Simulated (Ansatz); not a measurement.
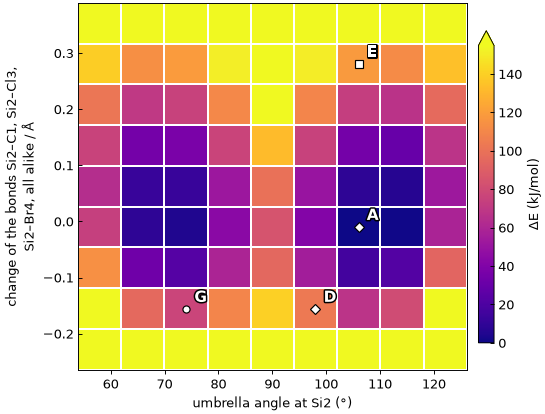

CH3BrClSi, SMILES C[Si](Cl)Br, spin multiplicity 2. The first coordinate is: umbrella angle at Si2 (between each of its bonds and their common axis; 90 is planar); the second: change of the bonds Si2–C1, Si2–Cl3, Si2–Br4, all alike. Nothing is relaxed (all other coordinates rigid). The grid has 9 × 9 points. Points are written as (first, second). All energies are given in kJ/mol relative to the lowest grid point. Energies and slopes of some neighbouring points disagree (a jump in structure or state, or too coarse a mesh). These are results of UKS PBE-D4/def2-SVP (Ansatz), not measurements.

In the figure: one coloured cell a grid point, one colour for all values above the top of the scale, lettered points.

> Is E the lowest point of the computed grid?

No. E lies 118 kJ/mol above the lowest grid point, which is at (106.0°, −0.010 Å).

> Rank the lettered points by energy, lowest first.

A (0 kJ/mol), G (77 kJ/mol), D (103 kJ/mol), E (118 kJ/mol).
